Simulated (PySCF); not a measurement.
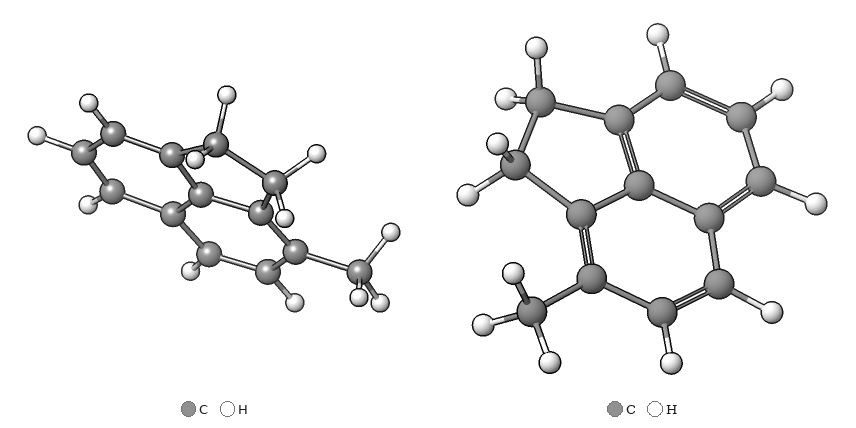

Both panels show the same species.

The computed structure is the end point of a PBE0-D3(BJ)/def2-SVP optimisation. No frequency run is at hand to confirm it as a minimum.

Description:

Formula C13H12. SMILES: `Cc1ccc2cccc3c2c1CC3`. Independent rings (smallest set): 1 of 5 members, 2 of 6 members, 2 of them aromatic. This geometry has Cs symmetry. Coordination: 3 C tetrahedral; 10 C trigonal planar.

More results for the same structure follow; atom numbers are the same in all pictures, views and colours differ.

**NMR shielding**

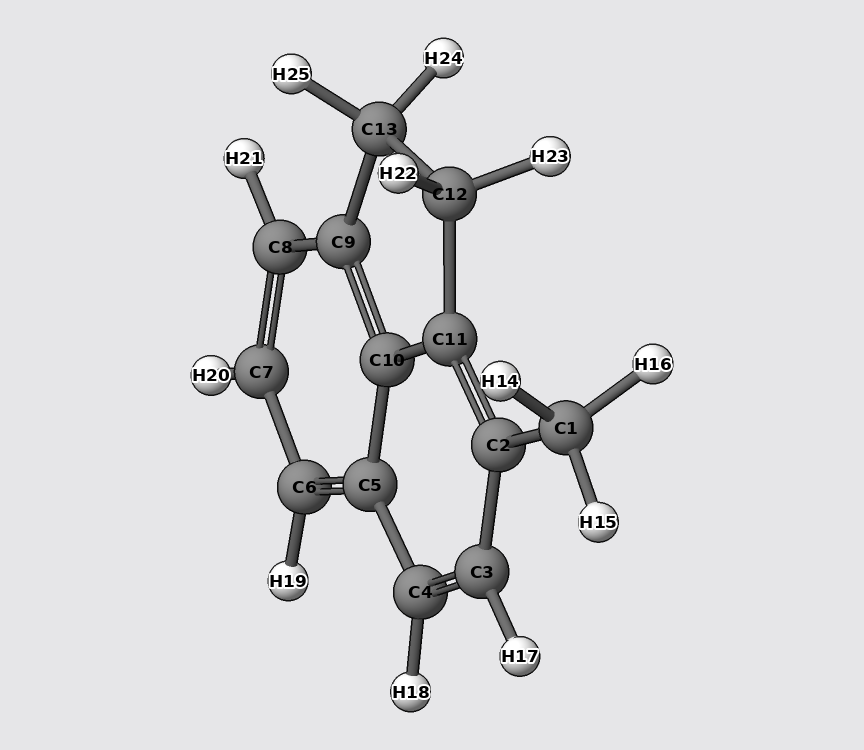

The questions are on isotropic NMR shieldings of the C atoms. No frequency run is at hand to confirm it as a minimum. Properties computed with GIAO PBE0/pcSseg-1 NMR shielding, non-relativistic, gas phase (PySCF 2.14.0).

**Which C atom is the most shielded (lowest chemical shift)?**

C1 (163.5 ppm).

**Which C atom is the least shielded (highest chemical shift)?**

C9 (33.7 ppm).

**How wide is the range of C shifts?**

129.8 ppm.

List the isotropic NMR shieldings of the C atoms.

| atom | σ (ppm) |
| --- | --- |
| C1 | 163.5 |
| C2 | 51.5 |
| C3 | 48.5 |
| C4 | 56.5 |
| C5 | 50.7 |
| C6 | 56.9 |
| C7 | 51.8 |
| C8 | 60.2 |
| C9 | 33.7 |
| C10 | 42.1 |
| C11 | 35.7 |
| C12 | 152.4 |
| C13 | 151.3 |

**Polarisability**

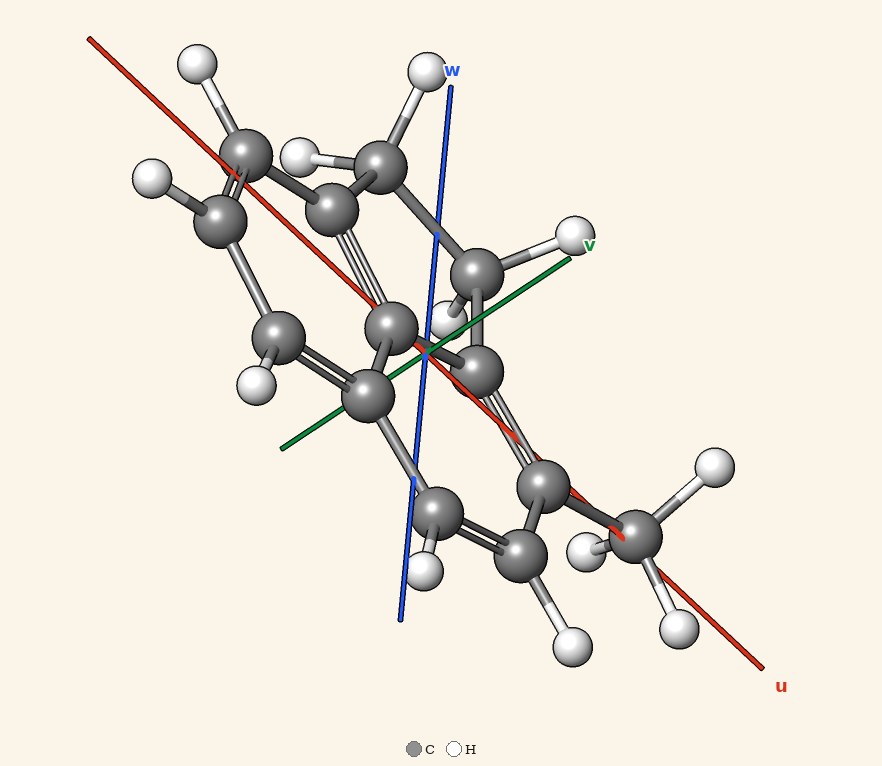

The lines u, v and w are the principal axes of the static dipole polarisability. No frequency run is at hand to confirm it as a minimum. Level of theory: PBE0/def2-SVPD (PySCF 2.14.0).

**Along which axis is the molecule most polarisable, and along which least?**

Most along u, least along v.

**Give the three principal values.**

u 204.4, v 84.7, w 166.1 bohr³; mean 151.7, anisotropy 105.9 bohr³.

**Ring current**

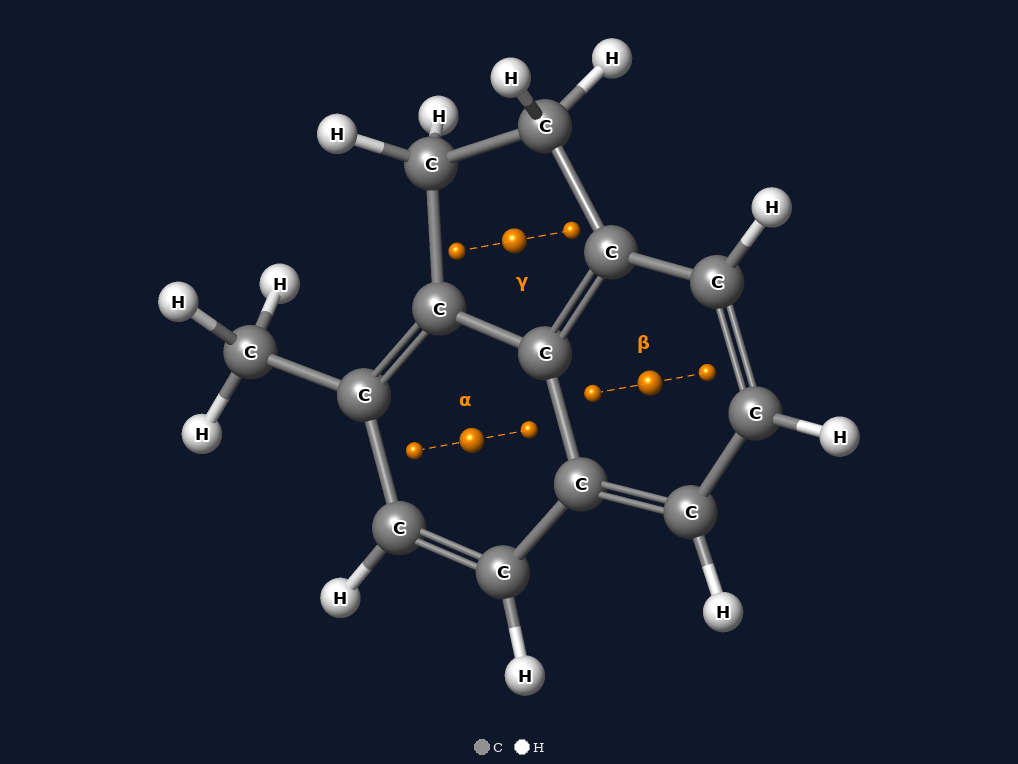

The small points mark where nucleus-independent chemical shifts (NICS) were computed: at the centre of each lettered ring and 1 Å above and below it. No frequency run is at hand to confirm it as a minimum. Properties computed with GIAO PBE0/pcSseg-1 NMR shielding, non-relativistic, gas phase (PySCF 2.14.0).

Give NICS(0), NICS(1) and the out-of-plane component NICS(1)zz for each ring (means of the two sides).

```json
{"ring": "α", "members": "C6", "NICS(0)": "−9.0", "NICS(1)": "−11.8", "NICS(1)zz": "−28.0"}
{"ring": "β", "members": "C6", "NICS(0)": "−8.6", "NICS(1)": "−11.5", "NICS(1)zz": "−27.6"}
{"ring": "γ", "members": "C5", "NICS(0)": "1.7", "NICS(1)": "−1.5", "NICS(1)zz": "2.8"}
```

Values in ppm.

**What do the values say about the ring currents?**

Ring α: diatropic, as in an aromatic ring. Ring β: diatropic, as in an aromatic ring. Ring γ: weak, as in a non-aromatic ring. NICS is one index among several.
